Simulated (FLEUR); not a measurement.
# Magnetic state of CrO2 from several starts, part 2 of 4

A self-consistent run ends on one state, which hangs on the start. Several orders of CrO2 are started in FLEUR and their energies compared.

FLEUR MaX-R8.1; PBE with U = 3.5 eV on Cr d; all-electron FLAPW, Dirac cores, scalar-relativistic bands.

So far, largest spin moment in the muffin-tin sphere (μB): step 2 (run 1 (ferro ++)) 2.26.

## (3) Order 2, typed as antiferro q=(0,1/2,1/2) +-+-

An opposed order shows whether neighbours prefer unlike signs.

The cell is doubled to 12 atoms to hold this order. The mesh is halved along the doubled vector, so that both cells sample the same points. The k list default-1 (kpts.xml, not shown) is a Γ-centred 8×4×8 mesh.

Input file inp.xml:

```
<?xml version="1.0" encoding="UTF-8" standalone="no"?>
<fleurInput fleurInputVersion="0.39">
   <comment>
      CrO2
   </comment>
   <calculationSetup>
      <cutoffs Kmax="4.4" Gmax="13.2" GmaxXC="13.2" numbands="0"/>
      <scfLoop itmax="120" minDistance="0.0001" maxIterBroyd="15" imix="Anderson" alpha="0.05" precondParam="0.0" spinf="2.0" sdNocoIR="T"/>
      <coreElectrons ctail="T" frcor="F" kcrel="0" coretail_lmax="0"/>
      <xcFunctional name="pbe" relativisticCorrections="F"/>
      <magnetism jspins="2"/>
      <soc l_soc="F" theta="0.0" phi="0.0" spav="F"/>
      <expertModes spex="0" secvar="F"/>
      <geometryOptimization l_f="F" forcealpha="1.0" forcemix="BFGS" epsdisp="0.00001" epsforce="0.00001"/>
      <ldaU l_linMix="F" mixParam="0.05" spinf="1.0"/>
   </calculationSetup>
   <cell>
      <bzIntegration valenceElectrons="104.0" mode="hist" fermiSmearingEnergy="0.00183747">
         <kPointListSelection listName="default-1"/>
         <xi:include xmlns:xi="http://www.w3.org/2001/XInclude" href="kpts.xml"> </xi:include>
      </bzIntegration>
      <xi:include xmlns:xi="http://www.w3.org/2001/XInclude" href="sym.xml"> </xi:include>
      <bulkLattice scale="1.0">
         <bravaisMatrix>
            <row-1>    8.3544791968565999     0.0000000000000000     0.0000000000000000</row-1>
            <row-2>    0.0000000000000000    16.7089583937131998     0.0000000000000000</row-2>
            <row-3>    0.0000000000000000     8.3544791968565999     5.5123311054581992</row-3>
         </bravaisMatrix>
      </bulkLattice>
   </cell>
   <atomSpecies>
      <species name="Chromium (3.000" element="Cr" atomicNumber="24">
         <mtSphere radius="2.22" gridPoints="735" logIncrement="0.016"/>
         <atomicCutoffs lmax="8" lnonsphr="6"/>
         <electronConfig flipSpins="F">
            <coreConfig>(1s1/2) (2s1/2) (2p1/2) (2p3/2)</coreConfig>
            <valenceConfig>(3s1/2) (3p1/2) (3p3/2) (4s1/2) (3d3/2) (3d5/2)</valenceConfig>
            <stateOccupation state="(4s1/2)" spinUp="0.5" spinDown="0.5"/>
            <stateOccupation state="(3d3/2)" spinUp="1.0" spinDown="1.0"/>
            <stateOccupation state="(3d5/2)" spinUp="3.0" spinDown="0.0"/>
         </electronConfig>
         <energyParameters s="4" p="4" d="3" f="4"/>
         <ldaU l="2" U="3.5" J="0.0" l_amf="F"/>
         <lo type="SCLO" l="0" n="3" eDeriv="0"/>
         <lo type="SCLO" l="1" n="3" eDeriv="0"/>
      </species>
      <species name="Chromium (-3.000" element="Cr" atomicNumber="24">
         <mtSphere radius="2.22" gridPoints="735" logIncrement="0.016"/>
         <atomicCutoffs lmax="8" lnonsphr="6"/>
         <electronConfig flipSpins="F">
            <coreConfig>(1s1/2) (2s1/2) (2p1/2) (2p3/2)</coreConfig>
            <valenceConfig>(3s1/2) (3p1/2) (3p3/2) (4s1/2) (3d3/2) (3d5/2)</valenceConfig>
            <stateOccupation state="(4s1/2)" spinUp="0.5" spinDown="0.5"/>
            <stateOccupation state="(3d3/2)" spinUp="1.0" spinDown="1.0"/>
            <stateOccupation state="(3d5/2)" spinUp="0.0" spinDown="3.0"/>
         </electronConfig>
         <energyParameters s="4" p="4" d="3" f="4"/>
         <ldaU l="2" U="3.5" J="0.0" l_amf="F"/>
         <lo type="SCLO" l="0" n="3" eDeriv="0"/>
         <lo type="SCLO" l="1" n="3" eDeriv="0"/>
      </species>
      <species name="Oxygen (O)" element="O" atomicNumber="8">
         <mtSphere radius="1.25" gridPoints="415" logIncrement="0.025"/>
         <atomicCutoffs lmax="6" lnonsphr="4"/>
         <electronConfig flipSpins="F">
            <coreConfig>(1s1/2)</coreConfig>
            <valenceConfig>(2s1/2) (2p1/2) (2p3/2)</valenceConfig>
            <stateOccupation state="(2p1/2)" spinUp="0.666667" spinDown="0.666667"/>
            <stateOccupation state="(2p3/2)" spinUp="1.333333" spinDown="1.333333"/>
         </electronConfig>
         <energyParameters s="2" p="2" d="3" f="4"/>
      </species>
   </atomSpecies>
   <atomGroups>
      <atomGroup species="Chromium (3.000">
         <relPos label="                   1">.0000000000 .0000000000 .0000000000</relPos>
         <relPos label="                   3">1.000/2.000 .0000000000 1.000/2.000</relPos>
         <force calculate="T" relaxXYZ="TTT"/>
      </atomGroup>
      <atomGroup species="Chromium (-3.000">
         <relPos label="                   2">.0000000000 1.000/2.000 .0000000000</relPos>
         <relPos label="                   4">1.000/2.000 1.000/2.000 1.000/2.000</relPos>
         <force calculate="T" relaxXYZ="TTT"/>
      </atomGroup>
      <atomGroup species="Oxygen (O)">
         <relPos label="                   5">.3010000000 .1505000000 .0000000000</relPos>
         <relPos label="                   7">.1990000000 .1505000000 1.000/2.000</relPos>
         <relPos label="                  10">-.3010000000 -.1505000000 .0000000000</relPos>
         <relPos label="                  11">-.1990000000 -.1505000000 1.000/2.000</relPos>
         <force calculate="T" relaxXYZ="TTT"/>
      </atomGroup>
      <atomGroup species="Oxygen (O)">
         <relPos label="                   6">.3010000000 -.3495000000 .0000000000</relPos>
         <relPos label="                   8">.1990000000 -.3495000000 1.000/2.000</relPos>
         <relPos label="                   9">-.3010000000 .3495000000 .0000000000</relPos>
         <relPos label="                  12">-.1990000000 .3495000000 1.000/2.000</relPos>
         <force calculate="T" relaxXYZ="TTT"/>
      </atomGroup>
   </atomGroups>
   <output dos="F" band="F" slice="F">
      <bandDOS minEnergy="-.5*Htr" maxEnergy="0.5*Htr" sigma="0.015" storeEVData="T"/>
      <plotting iplot="0" polar="F">
         <plot TwoD="T" vec1="  1.0  0.0  0.0" vec2="  0.0  1.0  0.0" vec3="  0.0  0.0  1.0" zero="  0.0  0.0  0.0" file="plot"/>
      </plotting>
      <moessbauerParams electricFieldGradient="F" isomerShift="F" coreHyperfine="F" valenceHyperfine="F"/>
   </output>
</fleurInput>
```

Input file crystal.txt:

```
CrO2
&input film=F cartesian=F /
4.42100000000  0.00000000000  0.00000000000
0.00000000000  8.84200000000  0.00000000000
0.00000000000  4.42100000000  2.91700000000
1.8897261246
1.0 1.0 1.0

12
24 0.00000000000  0.00000000000  0.00000000000 : 3.000
24 0.00000000000  0.50000000000  0.00000000000 : -3.000
24 0.50000000000  0.00000000000  0.50000000000 : 3.000
24 0.50000000000  0.50000000000  0.50000000000 : -3.000
8 0.30100000000  0.15050000000  0.00000000000
8 0.30100000000  0.65050000000  0.00000000000
8 0.19900000000  0.15050000000  0.50000000000
8 0.19900000000  0.65050000000  0.50000000000
8 0.69900000000  0.34950000000  0.00000000000
8 0.69900000000  0.84950000000  0.00000000000
8 0.80100000000  0.84950000000  0.50000000000
8 0.80100000000  0.34950000000  0.50000000000

&kpt div1=8 div2=4 div3=8 gamma=T /
```

Command:

```
OMP_NUM_THREADS=1 inpgen -f crystal.txt > inpgen.log  # inp.xml is then edited as shown
OMP_NUM_THREADS=1 mpirun -n 8 fleur_MPI > fleur.log
```

Output:

```text
[banner, memory and clock lines left out]
Welcome to FLEUR        (www.flapw.de)
      MaX-Release 8.1          (www.max-centre.eu)

 ========== k-point set info ==========
 Selected k-point list: default-1
 k-point list type: mesh
 0 x 0 x 0
 Number of k points: 96

 ------------Calculation Setup---------------------------
 Number of PE/node        :            8
 Number of OMP-threads    :            1
 k-points in parallel     :            8
 pe's per k-point         :            1
 No of k-point loops      :           12
 Eigenvalue solver        :       lapack
 Number of basis functions:         1198
 Approximate size of matrices (H+S) per k-point:         0.021 GB
 no density matrix found ... skipping LDA+U
 Reset of history
 Iteration:     1   Distance:      52.41105492 me/bohr^3
 Iteration:     2   Distance:      47.45930605 me/bohr^3
 Iteration:     3   Distance:      40.50911996 me/bohr^3
 Iteration:     4   Distance:      18.56171090 me/bohr^3
 Iteration:     5   Distance:      24.48540202 me/bohr^3
 Iteration:     6   Distance:       6.85693738 me/bohr^3
 Iteration:     7   Distance:       3.90697123 me/bohr^3
 Iteration:     8   Distance:       2.99190813 me/bohr^3
 Iteration:     9   Distance:       3.11305492 me/bohr^3
 Iteration:    10   Distance:       0.64805168 me/bohr^3
[... 14 iterations left out ...]
 Iteration:    25   Distance:       0.01156137 me/bohr^3
 Iteration:    26   Distance:       0.00747372 me/bohr^3
 Iteration:    27   Distance:       0.00145543 me/bohr^3
 Iteration:    28   Distance:       0.00129681 me/bohr^3
 Iteration:    29   Distance:       0.00045845 me/bohr^3
 Iteration:    30   Distance:       0.00034020 me/bohr^3
 Iteration:    31   Distance:       0.00032024 me/bohr^3
 Iteration:    32   Distance:       0.00024171 me/bohr^3
 Iteration:    33   Distance:       0.00014609 me/bohr^3
 Iteration:    34   Distance:       0.00007774 me/bohr^3

 ********************************************************************
 Run finished successfully
 Stop message:
   all done
 ********************************************************************

--- out.xml (last complete iteration) ---
<iteration numberForCurrentRun="   34" overallNumber="   34">
         [... left out ...]
         <bandgap value="0.3294109685" units="eV"/>
         <sumValenceSingleParticleEnergies value="-50.1576342796" units="Htr"/>
         <FermiEnergy value="0.2597401179" units="Htr"/>
         <valenceDensity>
            <mtCharges spin="1">
               <mtCharge atomType="1" total="7.2329688" s="1.1359955" p="3.1907506" d="2.8238751" f="0.0607762"/>
               <mtCharge atomType="2" total="5.2085632" s="1.1274517" p="3.1785322" d="0.8181256" f="0.0611757"/>
               <mtCharge atomType="3" total="1.9363377" s="0.6128081" p="1.3210544" d="0.0021348" f="0.0002905"/>
               <mtCharge atomType="4" total="1.9758793" s="0.6141687" p="1.3597743" d="0.0016510" f="0.0002435"/>
            </mtCharges>
            <mtCharges spin="2">
               <mtCharge atomType="1" total="5.2085643" s="1.1274517" p="3.1785322" d="0.8181267" f="0.0611757"/>
               <mtCharge atomType="2" total="7.2329671" s="1.1359955" p="3.1907506" d="2.8238735" f="0.0607762"/>
               <mtCharge atomType="3" total="1.9758792" s="0.6141687" p="1.3597742" d="0.0016510" f="0.0002435"/>
               <mtCharge atomType="4" total="1.9363379" s="0.6128081" p="1.3210546" d="0.0021348" f="0.0002905"/>
            </mtCharges>
            <spinDependentCharge spin="1" total="52.0000000" interstitial="11.4680683" mtSpheres="40.5319317"/>
            <spinDependentCharge spin="2" total="52.0000000" interstitial="11.4680688" mtSpheres="40.5319312"/>
            <totalCharge value="104.0000000000"/>
         </valenceDensity>
         [... left out ...]
         <magneticMomentsInMTSpheres units="muBohr">
            <globalMagMoment atomType="1" vec="0.00000   0.00000   2.02440"/>
            <localMagMoment atomType="1" vec="0.00000   0.00000   2.02440"/>
            <globalMagMoment atomType="2" vec="0.00000   0.00000  -2.02440"/>
            <localMagMoment atomType="2" vec="0.00000   0.00000  -2.02440"/>
            <globalMagMoment atomType="3" vec="0.00000   0.00000  -0.03954"/>
            <localMagMoment atomType="3" vec="0.00000   0.00000  -0.03954"/>
            <globalMagMoment atomType="4" vec="0.00000   0.00000   0.03954"/>
            <localMagMoment atomType="4" vec="0.00000   0.00000   0.03954"/>
         </magneticMomentsInMTSpheres>
         [... left out ...]
         <totalEnergy value="    -4805.1882301060" units="Htr">
            <sumOfEigenvalues value="    -2751.2817384570">
               <coreElectrons value="-2701.1241041775"/>
               <valenceElectrons value="-50.1576342796"/>
            </sumOfEigenvalues>
            <densityCoulombPotentialIntegral value="-7262.2053328721"/>
            <densityEffectivePotentialIntegral value="-7602.9937242465"/>
            <chargeDenXCDenIntegral value="-263.3251233715"/>
            <FockExchangeEnergyValence value="0.0000000000"/>
            <FockExchangeEnergyCore value="0.0000000000"/>
         [... left out ...]
            <dftUCorrection value="-0.5624905245"/>
            <tkbTimesEntropy value="0.0000252470"/>
            <freeEnergy value="-4805.1882553530"/>
            <extrapolationTo0K value="-4805.1882427295"/>
         </totalEnergy>
         [... left out ...]
         <ldaUDensityMatrixConvergence>
            <distance spin="1" distance="0.000010"/>
            <distance spin="2" distance="0.000009"/>
         </ldaUDensityMatrixConvergence>
         <densityConvergence units="me/bohr^3">
            <chargeDensity spin="1" distance="0.0000498352"/>
            <chargeDensity spin="2" distance="0.0000473343"/>
            <overallChargeDensity distance="0.0000777367"/>
            <spinDensity distance="0.0000583540"/>
         </densityConvergence>
      </iteration>
```

Elapsed: 11 min, on 8 MPI ranks of Arm Neoverse V2, shared host; peak memory 1.3 GiB.

Spin moment in the muffin-tin sphere by atom:

```tsv
atom	spin moment in the muffin-tin sphere (μB)
Cr1	2.02
Cr2	-2.02
Cr3	2.02
Cr4	-2.02
O5	-0.04
O6	0.04
O7	-0.04
O8	0.04
O9	0.04
O10	-0.04
O11	-0.04
O12	0.04
```

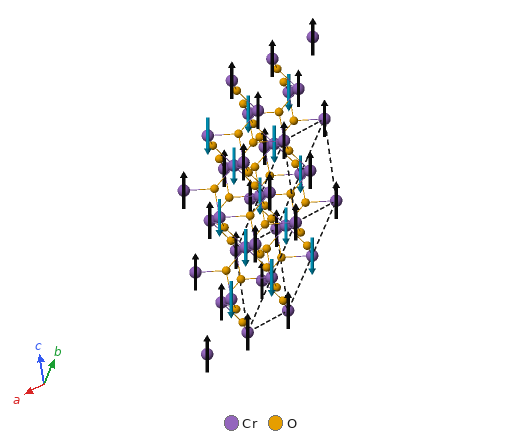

Spin moment in the muffin-tin sphere as arrows, the longest 2.02 μB. Up and down stand for the sign. Arrows give size and sign along the axis of quantisation, drawn up and down the page. The two directions have two colours. Bonds to atoms that aren't drawn are left out. 2×1×2 cells are drawn. Some periodic images of atoms are drawn too.

Numbers from this step:

- free energy: -130755.8336 eV
- program's band gap on this mesh (in a metal only a level spacing): 0.3294 eV
- magnetization: 0 μB
- final state: antiferromagnetic

It lies 118 meV a seeded atom over the first start, and its largest moment is 2.02 μB against 2.26 μB.

## (4) Run 3 (antiferro q=(1/2,1/2,1/2) +-+-)

Another pattern of signs weighs the neighbour shells otherwise.

The cell is doubled to 12 atoms to hold this order. The mesh is halved along the doubled vector, so that both cells sample the same points. The k list default-1 (kpts.xml, not shown) is a Γ-centred 4×8×8 mesh.

inp.xml: that of step 3 with these lines changed.

```diff
@@ -24,5 +24,5 @@
          <bravaisMatrix>
-            <row-1>    8.3544791968565999     0.0000000000000000     0.0000000000000000</row-1>
-            <row-2>    0.0000000000000000    16.7089583937131998     0.0000000000000000</row-2>
-            <row-3>    0.0000000000000000     8.3544791968565999     5.5123311054581992</row-3>
+            <row-1>   16.7089583937131998     0.0000000000000000     0.0000000000000000</row-1>
+            <row-2>    8.3544791968565999     8.3544791968565999     0.0000000000000000</row-2>
+            <row-3>    8.3544791968565999     0.0000000000000000     5.5123311054581992</row-3>
          </bravaisMatrix>
@@ -76,3 +76,3 @@
          <relPos label="                   1">.0000000000 .0000000000 .0000000000</relPos>
-         <relPos label="                   3">1.000/2.000 .0000000000 1.000/2.000</relPos>
+         <relPos label="                   3">-1.000/4.000 1.000/2.000 1.000/2.000</relPos>
          <force calculate="T" relaxXYZ="TTT"/>
@@ -80,4 +80,4 @@
       <atomGroup species="Chromium (-3.000">
-         <relPos label="                   2">.0000000000 1.000/2.000 .0000000000</relPos>
-         <relPos label="                   4">1.000/2.000 1.000/2.000 1.000/2.000</relPos>
+         <relPos label="                   2">1.000/2.000 .0000000000 .0000000000</relPos>
+         <relPos label="                   4">1.000/4.000 1.000/2.000 1.000/2.000</relPos>
          <force calculate="T" relaxXYZ="TTT"/>
@@ -85,6 +85,6 @@
       <atomGroup species="Oxygen (O)">
-         <relPos label="                   5">.3010000000 .1505000000 .0000000000</relPos>
-         <relPos label="                   7">.1990000000 .1505000000 1.000/2.000</relPos>
-         <relPos label="                  10">-.3010000000 -.1505000000 .0000000000</relPos>
-         <relPos label="                  11">-.1990000000 -.1505000000 1.000/2.000</relPos>
+         <relPos label="                   5">.0000000000 .3010000000 .0000000000</relPos>
+         <relPos label="                   7">.4490000000 -.1990000000 1.000/2.000</relPos>
+         <relPos label="                   9">.0000000000 -.3010000000 .0000000000</relPos>
+         <relPos label="                  11">.0510000000 .1990000000 1.000/2.000</relPos>
          <force calculate="T" relaxXYZ="TTT"/>
@@ -92,6 +92,6 @@
       <atomGroup species="Oxygen (O)">
-         <relPos label="                   6">.3010000000 -.3495000000 .0000000000</relPos>
-         <relPos label="                   8">.1990000000 -.3495000000 1.000/2.000</relPos>
-         <relPos label="                   9">-.3010000000 .3495000000 .0000000000</relPos>
-         <relPos label="                  12">-.1990000000 .3495000000 1.000/2.000</relPos>
+         <relPos label="                   6">1.000/2.000 .3010000000 .0000000000</relPos>
+         <relPos label="                   8">-.0510000000 -.1990000000 1.000/2.000</relPos>
+         <relPos label="                  10">1.000/2.000 -.3010000000 .0000000000</relPos>
+         <relPos label="                  12">-.4490000000 .1990000000 1.000/2.000</relPos>
          <force calculate="T" relaxXYZ="TTT"/>
```

Input file crystal.txt:

```
CrO2
&input film=F cartesian=F /
8.84200000000  0.00000000000  0.00000000000
4.42100000000  4.42100000000  0.00000000000
4.42100000000  0.00000000000  2.91700000000
1.8897261246
1.0 1.0 1.0

12
24 0.00000000000  0.00000000000  0.00000000000 : 3.000
24 0.50000000000  0.00000000000  0.00000000000 : -3.000
24 0.75000000000  0.50000000000  0.50000000000 : 3.000
24 0.25000000000  0.50000000000  0.50000000000 : -3.000
8 0.00000000000  0.30100000000  0.00000000000
8 0.50000000000  0.30100000000  0.00000000000
8 0.44900000000  0.80100000000  0.50000000000
8 0.94900000000  0.80100000000  0.50000000000
8 0.00000000000  0.69900000000  0.00000000000
8 0.50000000000  0.69900000000  0.00000000000
8 0.05100000000  0.19900000000  0.50000000000
8 0.55100000000  0.19900000000  0.50000000000

&kpt div1=4 div2=8 div3=8 gamma=T /
```

Output:

```text
[banner, memory and clock lines left out]
Welcome to FLEUR        (www.flapw.de)
      MaX-Release 8.1          (www.max-centre.eu)

 ========== k-point set info ==========
 Selected k-point list: default-1
 k-point list type: mesh
 0 x 0 x 0
 Number of k points: 64

 [... set-up left out ...]
 no density matrix found ... skipping LDA+U
 Reset of history
 Iteration:     1   Distance:      52.37413328 me/bohr^3
 Iteration:     2   Distance:      47.46095741 me/bohr^3
 Iteration:     3   Distance:      40.50419304 me/bohr^3
 Iteration:     4   Distance:      18.65964460 me/bohr^3
[...]
[... left out ...]
            <freeEnergy value="-4805.1886291827"/>
            <extrapolationTo0K value="-4805.1886177174"/>
         </totalEnergy>
         [... left out ...]
         <ldaUDensityMatrixConvergence>
            <distance spin="1" distance="0.000047"/>
            <distance spin="2" distance="0.000047"/>
         </ldaUDensityMatrixConvergence>
         <densityConvergence units="me/bohr^3">
            <chargeDensity spin="1" distance="0.0004054098"/>
            <chargeDensity spin="2" distance="0.0004054047"/>
            <overallChargeDensity distance="0.0007628654"/>
            <spinDensity distance="0.0002746934"/>
         </densityConvergence>
      </iteration>
```

It took 11 min on 8 MPI ranks; peak memory 1.4 GiB.

The run was cut off at its time limit.

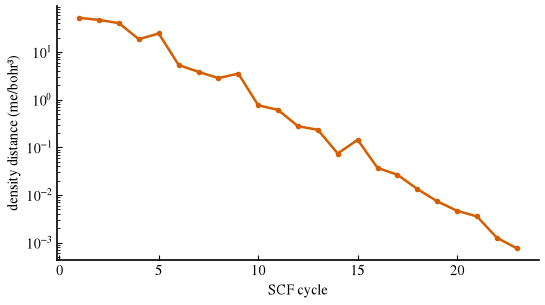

Distance of input and output densities by cycle.

After 23 cycles the density distance stands at 7.6e-4 me/bohr³, still falling.

(Part 2 of 4 ends here.)

[Logs and program files are shortened in this print: banners, set-up blocks, solver, clock and traceback lines can be left out without a mark of their own.]

[Logs are printed without paths, hosts, clocks, repeated set-up lines and the standing remarks that a program may print on its own settings, such as how far it seeks lower states.]

[Hosts, paths, dates, database ids (printed as entryN), source tags and the programs' standing remarks are cut or masked in the printed files.]

[Where a cell is said to come from a database of computed structures, the database is the Materials Project.]
